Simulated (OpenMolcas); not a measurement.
# doublet AlH+: levels of theory compared

We compute a comparison of 6 runs (UHF/3-21G, UHF/def2-TZVPPD, UB3LYP/6-31G*, UM06-2X/def2-TZVPPD, UTPSS/def2-TZVPPD) of doublet AlH+. 

The calculation is run with OpenMolcas 26.06.

### Step 1. The structure to begin with

AlH+: 2 atoms, total charge +1, spin state doublet. As SMILES of the parent species, `[AlH]`. Geometry: relaxed at PBE0-D4/def2-TZVP. That shape belongs to the parent species and isn't relaxed for this state.

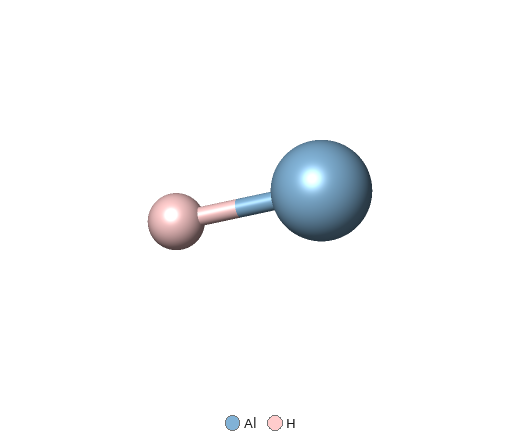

The structure, seen from a chosen angle (aluminium light blue, hydrogen pink).

### Step 2. The energy at UHF/3-21G (run 1)

File mol.xyz:

```xyz
2

Al     0.000000     0.000000    -0.025640
H      0.000000     0.000000     1.639110
```

File calc.input:

```
&GATEWAY
 BasLib=$CurrDir
 Coord=mol.xyz
 Basis=3-21G
 Group=NoSym

&SEWARD

&SCF
 UHF
 Charge=1
 Spin=2
 Thresholds=1e-10 1e-07 1e-07 1e-05
 PrOrbitals=1 2
```

The basis set 3-21G is read from a file made from the Basis Set Exchange's data (not shown).

The run is started by

```bash
$ export MOLCAS_MEM=1860
$ pymolcas calc.input > calc.log
```

What it wrote:

```text
--- Start Module: gateway ---
[...]
--- Stop Module: gateway /rc=_RC_ALL_IS_WELL_ ---
--- Start Module: seward ---
[...]
      Basis functions           15
--- Stop Module: seward /rc=_RC_ALL_IS_WELL_ ---
--- Start Module: scf ---
[...]
       Convergence after  14 Iterations
[...]
::    Total SCF energy                               -240.8602593590
[...]
      Total spin, S                                     0.5175409064
[...]
      Total electronic charge=   13.000000
      Total            charge=    1.000000
[...]
      Dipole Moment (debye):
      Origin of the operator (angstrom)=    0.0000    0.0000    0.0343
                   X=  8.2308E-16               Y=  3.9300E-15               Z= -5.2008E-01           Total=  5.2008E-01
      Center of Charge (angstrom)
[...]
--- Stop Module: scf /rc=_RC_ALL_IS_WELL_ ---
[...]
```

Run time: 1.7 s. Hardware: 1 thread of Arm Neoverse V1, shared host; peak memory 0.37 GiB.

### Step 3. A single-point energy at UHF/def2-TZVPPD (run 2)

File input.xyz:

```xyz
2

Al     0.000000     0.000000    -0.025640
H      0.000000     0.000000     1.639110
```

File mol.input:

```
&GATEWAY
 BasLib
 $CurrDir
 Coord
 input.xyz
 Basis
 def2-TZVPPD
 Group
 NoSym

&SEWARD

&SCF
 UHF
 Charge
 1
 Spin
 2
 Thresholds
 1e-10 1e-07 1e-07 1e-05
 PrOrbitals
 1 1
```

The basis set def2-TZVPPD is read from a file made from the Basis Set Exchange's data (not shown).

The run is started by

```bash
$ export MOLCAS_MEM=1860
$ pymolcas mol.input > mol.log
```

What it wrote:

```text
--- Start Module: gateway ---
[...]
--- Stop Module: gateway /rc=_RC_ALL_IS_WELL_ ---
--- Start Module: seward ---
[...]
      Basis functions           65
--- Stop Module: seward /rc=_RC_ALL_IS_WELL_ ---
--- Start Module: scf ---
[...]
       Convergence after  16 Iterations
[...]
::    Total SCF energy                               -242.1913885382
[...]
      Total spin, S                                     0.5175147602
[...]
      Total electronic charge=   13.000000
      Total            charge=    1.000000
[...]
      Dipole Moment (debye):
      Origin of the operator (angstrom)=    0.0000    0.0000    0.0343
                   X= -1.0388E-15               Y=  3.7632E-16               Z= -4.8764E-01           Total=  4.8764E-01
      Center of Charge (angstrom)
[...]
--- Stop Module: scf /rc=_RC_ALL_IS_WELL_ ---
[...]
```

Run time: 2.7 s. Hardware: 1 thread of Arm Neoverse V1, shared host; peak memory 0.4 GiB.

Runs 3 to 5 aren't shown in full; the table further down has their settings and results.

### Step 4. A single-point energy at UTPSS/def2-TZVPPD (run 6)

File geom.xyz:

```xyz
2

Al     0.000000     0.000000    -0.025640
H      0.000000     0.000000     1.639110
```

File run.input:

```
&GATEWAY
  BasLib=$CurrDir
  Coord=geom.xyz
  Basis=def2-TZVPPD
  Group=NoSym

&SEWARD
  GridInput
  Grid=UltraFine
  End of Grid

&SCF
  UHF
  Charge=1
  Spin=2
  KSDFT=2
  1.0 MGGA_X_TPSS
  1.0 MGGA_C_TPSS
  Thresholds=1e-10 1e-07 1e-07 1e-05
  PrOrbitals=1 2
```

The basis set def2-TZVPPD is read from a file made from the Basis Set Exchange's data (not shown).

The run is started by

```bash
$ export MOLCAS_MEM=1860
$ pymolcas run.input > run.log
```

What it wrote:

```text
--- Start Module: gateway ---
[...]
--- Stop Module: gateway /rc=_RC_ALL_IS_WELL_ ---
--- Start Module: seward ---
[...]
      Basis functions           65
--- Stop Module: seward /rc=_RC_ALL_IS_WELL_ ---
--- Start Module: scf ---
[...]
       Convergence after  15 Iterations
[...]
::    Total KS-DFT energy                            -242.7003751505
[...]
      Total spin, S                                     0.5044267841
[...]
      Total electronic charge=   13.000000
      Total            charge=    1.000000
[...]
      Dipole Moment (debye):
      Origin of the operator (angstrom)=    0.0000    0.0000    0.0343
                   X= -9.8323E-16               Y= -1.1748E-15               Z= -3.2807E-01           Total=  3.2807E-01
      Center of Charge (angstrom)
[...]
--- Stop Module: scf /rc=_RC_ALL_IS_WELL_ ---
[...]
```

Wall time 17 s (1 thread of Arm Neoverse V1, shared host); peak memory 0.4 GiB.

### Step 5. The series

| run | level | integration grid | Cartesian functions | energy (Eh) | HOMO energy (eV) | LUMO energy (eV) | ⟨S²⟩ | wall time |
| --- | --- | --- | --- | --- | --- | --- | --- | --- |
| 1 | UHF/3-21G | – | no | -240.860259 | -16.87 | -6.64 | 0.785 | 1.7 s |
| 2 | UHF/def2-TZVPPD | – | no | -242.191389 | -16.92 | -6.73 | 0.785 | 2.7 s |
| 3 | UB3LYP/6-31G* (spherical functions) | UltraFine | no | -242.679133 | -13.94 | -10.84 | 0.759 | 4.8 s |
| 4 | UB3LYP/6-31G* (Cartesian functions) | UltraFine | yes | -242.680921 | -13.93 | -10.84 | 0.759 | 4.8 s |
| 5 | UM06-2X/def2-TZVPPD | UltraFine | no | -242.659144 | -15.04 | -9.94 | 0.760 | 16 s |
| 6 | UTPSS/def2-TZVPPD | UltraFine | no | -242.700375 | -13.26 | -11.24 | 0.759 | 17 s |

### Step 6. Results

| quantity | value |
| --- | --- |
| run 6: total energy | -242.70038 Eh |
| run 6: HOMO energy (highest over α and β) | -13.26 eV |
| run 6: LUMO energy (lowest over α and β) | -11.24 eV |
| run 6: ⟨S²⟩ | 0.759 |

What this shows: Totals of different functionals can't be ranked against each other. All runs together took 47 s, the longest 17 s.
